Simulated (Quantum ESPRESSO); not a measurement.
## KNi2S2: parallel and opposed starts

Aim: find out which collinear order of KNi2S2 costs least.

Program: Quantum ESPRESSO 7.5. Level of theory: PBEsol with U = 6 eV on Ni d (ortho-atomic projectors); plane waves with GBRV 1.5 PBEsol potentials, no spin-orbit coupling. Results are calculated unless marked as measured.

**1. Set-up**

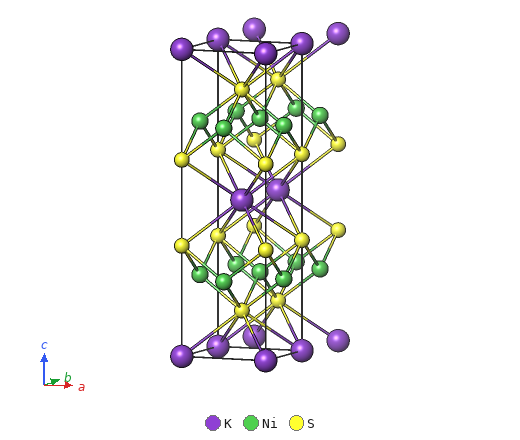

The cell as given, slightly off an axis (potassium purple, nickel green, sulfur yellow). 1×2×1 cells are drawn. This picture shows the conventional cell, with its axes. Some periodic images of atoms are drawn too.

The cell comes from the Crystallography Open Database.

**2. Run 1 (ferro ++)**

The signs are those of the starting moments on the seeded atoms, the atoms that are given a moment.

The input, pw.in:

```
&CONTROL
  calculation = 'scf'
  prefix = 'pwscf'
  outdir = './tmp'
  pseudo_dir = './pseudo'
  disk_io = 'nowf'
/
&SYSTEM
  ibrav = 0
  nat = 5
  ntyp = 3
  ecutwfc = 40
  ecutrho = 280
  nbnd = 40
  occupations = 'smearing'
  smearing = 'fd'
  degauss = 0.00367493
  nspin = 2
  starting_magnetization(1) = 0
  starting_magnetization(2) = 0.1111
  starting_magnetization(3) = 0
/
&ELECTRONS
  conv_thr = 1d-08
  electron_maxstep = 150
  mixing_beta = 0.3
/
ATOMIC_SPECIES
K      39.0983 k_pbesol_v1.4.uspp.F.UPF
Ni     58.6934 ni_pbesol_v1.4.uspp.F.UPF
S      32.0600 s_pbesol_v1.4.uspp.F.UPF
CELL_PARAMETERS angstrom
  -1.8955000000    1.8955000000    6.4145000000
   1.8955000000   -1.8955000000    6.4145000000
   1.8955000000    1.8955000000   -6.4145000000
ATOMIC_POSITIONS crystal
K       0.0000000000    0.0000000000    0.0000000000
Ni      0.7500000000    0.2500000000    0.5000000000
Ni      0.2500000000    0.7500000000    0.5000000000
S       0.3600000000    0.3600000000    0.0000000000
S       0.6400000000    0.6400000000    0.0000000000
K_POINTS automatic
8 8 8 0 0 0
HUBBARD {ortho-atomic}
U Ni-3d 6.0000
```

Run with:

```sh
$ OMP_NUM_THREADS=1 mpirun -n 4 pw.x -nk 4 -in pw.in > pw.out
```

Log:

```text
Program PWSCF v.7.5 starts

     Message from routine setup:
     using ibrav=0 with symmetry is DISCOURAGED, use correct ibrav instead

     K-points division:     npool     =       4
     Subspace diagonalization in iterative solution of the eigenvalue problem:

     G-vector sticks info
     --------------------
     sticks:   dense  smooth     PW     G-vecs:    dense   smooth      PW
     Sum        2715    1565    561                49161    21333    4557

     Using Slab Decomposition

     bravais-lattice index     =            0
     lattice parameter (alat)  =      13.1376  a.u.
     unit-cell volume          =     622.1097 (a.u.)^3
     number of atoms/cell      =            5
     number of atomic types    =            3
     number of electrons       =        57.00
     number of Kohn-Sham states=           40
     kinetic-energy cutoff     =      40.0000  Ry
     charge density cutoff     =     280.0000  Ry
     scf convergence threshold =      1.0E-08
     mixing beta               =       0.3000
     number of iterations used =            8  plain     mixing
     Exchange-correlation= SLA  PW   PSX  PSC
                           (   1   4  10   8   0   0   0)
     Hubbard projectors: ortho-atomic
     Hubbard parameters of DFT+U (Dudarev formulation) in eV:
     U(Ni-3d) =  6.0000

     Internal variables: lda_plus_u =T, lda_plus_u_kind = 0

     Internal variables: orbital_resolved =F, hub_pot_fix =F, apply_U = F

     celldm(1)=  13.137559  celldm(2)=   0.000000  celldm(3)=   0.000000
     celldm(4)=   0.000000  celldm(5)=   0.000000  celldm(6)=   0.000000

     crystal axes: (cart. coord. in units of alat)
               a(1) = (  -0.272652   0.272652   0.922671 )
               a(2) = (   0.272652  -0.272652   0.922671 )
               a(3) = (   0.272652   0.272652  -0.922671 )

     reciprocal axes: (cart. coord. in units 2 pi/alat)
               b(1) = ( -0.000000  1.833842  0.541905 )
               b(2) = (  1.833842 -0.000000  0.541905 )
               b(3) = (  1.833842  1.833842  0.000000 )

     PseudoPot. # 1 for K  read from file:
     k_pbesol_v1.4.uspp.F.UPF
     Pseudo is Ultrasoft + core correction, Zval =  9.0
     Generated by new atomic code, or converted to UPF format
     Using radial grid of  841 points,  6 beta functions with:
                l(1) =   0
                l(2) =   0
                l(3) =   1
                l(4) =   1
                l(5) =   2
                l(6) =   2
     Q(r) pseudized with  6 coefficients,  rinner =    1.500   1.500   1.500
                                                       1.500   1.500

     PseudoPot. # 2 for Ni read from file:
     ni_pbesol_v1.4.uspp.F.UPF
     Pseudo is Ultrasoft + core correction, Zval = 18.0
     Generated by new atomic code, or converted to UPF format
     Using radial grid of  865 points,  6 beta functions with:
                l(1) =   0
                l(2) =   0
                l(3) =   1
                l(4) =   1
                l(5) =   2
                l(6) =   2
     Q(r) pseudized with 10 coefficients,  rinner =    0.980   0.980   0.980
                                                       0.980   0.980

     PseudoPot. # 3 for S  read from file:
     s_pbesol_v1.4.uspp.F.UPF
     Pseudo is Ultrasoft + core correction, Zval =  6.0
     Generated by new atomic code, or converted to UPF format
     Using radial grid of  907 points,  6 beta functions with:
                l(1) =   0
                l(2) =   0
                l(3) =   1
                l(4) =   1
                l(5) =   2
                l(6) =   2
     Q(r) pseudized with  8 coefficients,  rinner =    1.300   1.300   1.300
                                                       1.300   1.300

     atomic species   valence    mass     pseudopotential
     K                 9.00    39.09830     K ( 1.00)
     Ni               18.00    58.69340     Ni( 1.00)
     S                 6.00    32.06000     S ( 1.00)

     Starting magnetic structure
     atomic species   magnetization
     K               0.000
     Ni              0.111
     S               0.000

     16 Sym. Ops., with inversion, found

   Cartesian axes

     site n.     atom                  positions (alat units)
         1        K      tau(   1) = (   0.0000000   0.0000000   0.0000000  )
         2        Ni     tau(   2) = (   0.0000000   0.2726516   0.4613356  )
         3        Ni     tau(   3) = (   0.2726516   0.0000000   0.4613356  )
         4        S      tau(   4) = (   0.0000000  -0.0000000   0.6643233  )
         5        S      tau(   5) = (   0.0000000   0.0000000   1.1810192  )

     number of k points=    59  Fermi-Dirac smearing, width (Ry)=  0.0037
                       cart. coord. in units 2pi/alat
        k(    1) = (   0.0000000   0.0000000   0.0000000), wk =   0.0019531
        k(    2) = (   0.2292303   0.2292303   0.0000000), wk =   0.0078125
        k(    3) = (   0.4584606   0.4584606   0.0000000), wk =   0.0078125
        k(    4) = (   0.6876909   0.6876909   0.0000000), wk =   0.0078125
        k(    5) = (  -0.9169212  -0.9169212   0.0000000), wk =   0.0039062
        [... 54 further k-points ...]

     Dense  grid:    49161 G-vectors     FFT dimensions: (  72,  72,  72)

     Smooth grid:    21333 G-vectors     FFT dimensions: (  54,  54,  54)

     Check: negative core charge=   -0.000007
     Generating pointlists ...
     new r_m :   0.1915 (alat units)  2.5153 (a.u.) for type    1
     new r_m :   0.1402 (alat units)  1.8421 (a.u.) for type    2
     new r_m :   0.1402 (alat units)  1.8421 (a.u.) for type    3

     Initial potential from superposition of free atoms

     starting charge      52.4963, renormalised to      57.0000

     STARTING HUBBARD OCCUPATIONS:

     =================== HUBBARD OCCUPATIONS ===================
     ------------------------ ATOM    2 ------------------------
     Tr[ns(  2)] (up, down, total) =   5.00000  3.00000  8.00000
     Atomic magnetic moment for atom   2 =   2.00000
     [... lines left out ...]
     ------------------------ ATOM    3 ------------------------
     Tr[ns(  3)] (up, down, total) =   5.00000  3.00000  8.00000
     Atomic magnetic moment for atom   3 =   2.00000
     [... lines left out ...]
     Number of occupied Hubbard levels =   16.0000

     Atomic wfc used for Hubbard projectors are orthogonalized

     Starting wfcs are   42 randomized atomic wfcs

     Self-consistent Calculation

     iteration #  1     ecut=    40.00 Ry     beta= 0.30
     Davidson diagonalization with overlap
     ethr =  1.00E-02,  avg # of iterations =  7.5

     =================== HUBBARD OCCUPATIONS ===================
     ------------------------ ATOM    2 ------------------------
     Tr[ns(  2)] (up, down, total) =   1.76515  0.69881  2.46397
     Atomic magnetic moment for atom   2 =   1.06634
     [... lines left out ...]
     ------------------------ ATOM    3 ------------------------
     Tr[ns(  3)] (up, down, total) =   1.76515  0.69881  2.46397
     Atomic magnetic moment for atom   3 =   1.06634
     [... lines left out ...]
     Number of occupied Hubbard levels =    4.9279

     total energy              =    -764.46463259 Ry
     estimated scf accuracy    <      81.21306253 Ry

     total magnetization       =     1.94 Bohr mag/cell
     absolute magnetization    =     2.44 Bohr mag/cell

     iteration #  2     ecut=    40.00 Ry     beta= 0.30
     Davidson diagonalization with overlap
     ethr =  1.00E-02,  avg # of iterations =  4.7

     total energy              =    -787.14250819 Ry
     estimated scf accuracy    <      52.21682235 Ry

     total magnetization       =     0.25 Bohr mag/cell
     absolute magnetization    =     0.29 Bohr mag/cell

     iteration #  3     ecut=    40.00 Ry     beta= 0.30
     Davidson diagonalization with overlap
     ethr =  1.00E-02,  avg # of iterations =  2.2

     total energy              =    -789.18295722 Ry
     estimated scf accuracy    <       9.23217731 Ry

     total magnetization       =     0.61 Bohr mag/cell
     absolute magnetization    =     0.65 Bohr mag/cell

     [... further iterations left out ...]

     iteration # 19     ecut=    40.00 Ry     beta= 0.30
     Davidson diagonalization with overlap
     ethr =  7.70E-09,  avg # of iterations =  4.5

     total energy              =    -790.86900228 Ry
     estimated scf accuracy    <       0.00000068 Ry

     total magnetization       =     3.00 Bohr mag/cell
     absolute magnetization    =     3.17 Bohr mag/cell

     iteration # 20     ecut=    40.00 Ry     beta= 0.30
     Davidson diagonalization with overlap
     ethr =  1.19E-09,  avg # of iterations =  3.8

     total energy              =    -790.86900281 Ry
     estimated scf accuracy    <       0.00000097 Ry

     total magnetization       =     3.00 Bohr mag/cell
     absolute magnetization    =     3.17 Bohr mag/cell

     iteration # 21     ecut=    40.00 Ry     beta= 0.30
     Davidson diagonalization with overlap
     ethr =  1.19E-09,  avg # of iterations =  1.0

     total energy              =    -790.86900314 Ry
     estimated scf accuracy    <       0.00000013 Ry

     total magnetization       =     3.00 Bohr mag/cell
     absolute magnetization    =     3.17 Bohr mag/cell

     iteration # 22     ecut=    40.00 Ry     beta= 0.30
     Davidson diagonalization with overlap
     ethr =  2.28E-10,  avg # of iterations =  2.4

     Magnetic moment per site  (integrated on atomic sphere of radius R)
     atom   1 (R=0.191)  charge=  7.9571  magn=  0.0177
     atom   2 (R=0.140)  charge= 16.3879  magn=  1.1296
     atom   3 (R=0.140)  charge= 16.3879  magn=  1.1296
     atom   4 (R=0.140)  charge=  3.9583  magn=  0.2640
     atom   5 (R=0.140)  charge=  3.9583  magn=  0.2640

     End of self-consistent calculation

     =================== HUBBARD OCCUPATIONS ===================
     ------------------------ ATOM    2 ------------------------
     Tr[ns(  2)] (up, down, total) =   4.88246  3.76787  8.65034
     Atomic magnetic moment for atom   2 =   1.11459
     [... lines left out ...]
     ------------------------ ATOM    3 ------------------------
     Tr[ns(  3)] (up, down, total) =   4.88246  3.76787  8.65034
     Atomic magnetic moment for atom   3 =   1.11459
     [... lines left out ...]
     Number of occupied Hubbard levels =   17.3007

     Number of k-points >= 100: set verbosity='high' to print the bands.

     the Fermi energy is     8.5098 ev

!    total energy              =    -790.86900343 Ry
     estimated scf accuracy    <          6.0E-09 Ry
     smearing contrib. (-TS)   =      -0.00230429 Ry
     internal energy E=F+TS    =    -790.86669913 Ry

     The total energy is F=E-TS. E is the sum of the following terms:
     one-electron contribution =    -744.02168861 Ry
     hartree contribution      =     394.52618594 Ry
     xc contribution           =     -96.29568777 Ry
     ewald contribution        =    -345.49353848 Ry
     Hubbard energy            =       0.41802979 Ry

     total magnetization       =     3.00 Bohr mag/cell
     absolute magnetization    =     3.17 Bohr mag/cell

     convergence has been achieved in  22 iterations

=------------------------------------------------------------------------------=
   JOB DONE.
=------------------------------------------------------------------------------=
```

Wall time 4.9 min (4 MPI ranks of Arm Neoverse V2, shared host); peak memory 0.96 GiB; 20 min of CPU time.

Spin moment in the atom's sphere by atom:

| atom | spin moment in the atom's sphere (μB) |
| --- | --- |
| K1 | 0.02 |
| Ni2 | 1.13 |
| Ni3 | 1.13 |
| S4 | 0.26 |
| S5 | 0.26 |

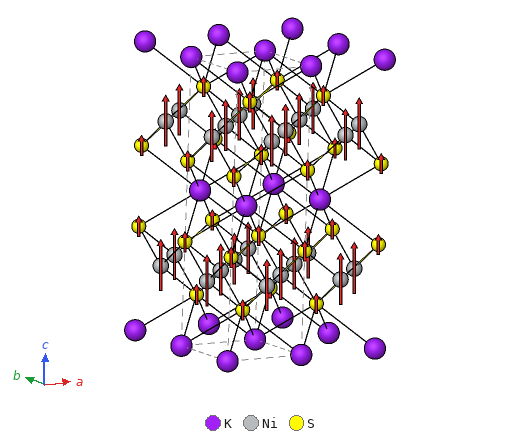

Spin moment in the atom's sphere as arrows, the longest 1.13 μB. Up and down stand for the sign. Arrows give size and sign along the axis of quantisation, drawn up and down the page. Each arrow also spans its atom, so small moments look longer than they are. 2×2×1 conventional cells are drawn. Some periodic images of atoms are drawn too.

This step gave:

```
smearing term TS       : 0.03135 eV
magnetization          : 2.999 μB
absolute magnetization : 3.168 μB
final state            : ferromagnetic
```

(Part 1 of 2 ends here.)

[Logs and program files are shortened in this print: banners, set-up blocks, solver, clock and traceback lines can be left out without a mark of their own.]

[Logs are printed without paths, hosts, clocks, repeated set-up lines and the standing remarks that a program may print on its own settings, such as how far it seeks lower states.]

[Hosts, paths, dates, database ids (printed as entryN), source tags and the programs' standing remarks are cut or masked in the printed files.]

[Where a cell is said to come from a database of computed structures, the database is the Materials Project.]
